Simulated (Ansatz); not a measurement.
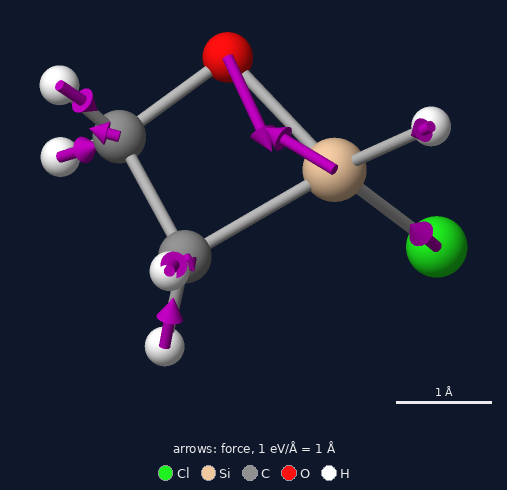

Starting geometry of C2H5ClOSi with the computed forces as purple arrows. The picture is a ball-and-stick view, seen at a tilt.

The start comes from PBE-D4/def2-SVP.

These are results of RKS PBE0-D4/def2-TZVP in Ansatz, not measurements.

Input file:
```yaml
crystal:
  periodic: [false, false, false]
  atoms:
    - {symbol: Cl, position_ang: [-2.750800, -0.867298, -0.022635]}
    - {symbol: Si, position_ang: [-1.129609, 0.413645, 0.208446]}
    - {symbol: C, position_ang: [0.380607, 0.044994, -0.862223]}
    - {symbol: C, position_ang: [1.014756, -0.347456, 0.502041]}
    - {symbol: O, position_ang: [-0.060184, -0.044827, 1.445344]}
    - {symbol: H, position_ang: [-1.705114, 1.788366, 0.352352]}
    - {symbol: H, position_ang: [0.281559, -0.781772, -1.590729]}
    - {symbol: H, position_ang: [0.855048, 0.915099, -1.356751]}
    - {symbol: H, position_ang: [1.913795, 0.252325, 0.760212]}
    - {symbol: H, position_ang: [1.283142, -1.424276, 0.566844]}
basis:
  gaussian: {orbitals: def2-TZVP}
hamiltonian: {xc: pbe0, dispersion: d4}
relax: {f_tol: 0.005, max_steps: 150}
```

Run as
```bash
ansatz run in.yaml --threads 4 --pin off --events-out ev --progress --plain --max-ram 10444MiB
```

Question: Is this structure relaxed? If not, where do the atoms go?

Answer: It isn't relaxed: the largest force vector, on O5, is 1.17 eV/Å. The final displacements follow the starting forces only in part (cosine between the two patterns 0.76). H6 moves most after the best rigid fit: 0.044 Å. By element the largest moves are H 0.044 Å, Cl 0.040 Å, Si 0.028 Å, O 0.027 Å, C 0.012 Å. Near-neighbour distances that change, for instance: Si2–O5 1.698 → 1.654 Å, Cl1–Si2 2.079 → 2.048 Å, Si2–C3 1.888 → 1.863 Å, C3–H7 1.106 → 1.088 Å. Over 6 geometry steps the energy falls by 7.04 kJ/mol. Largest force component: 1.1 eV/Å at the start, 0.0021 eV/Å at the end. The run took 26 s on 4 threads of Arm Neoverse V1, with other jobs on the host.
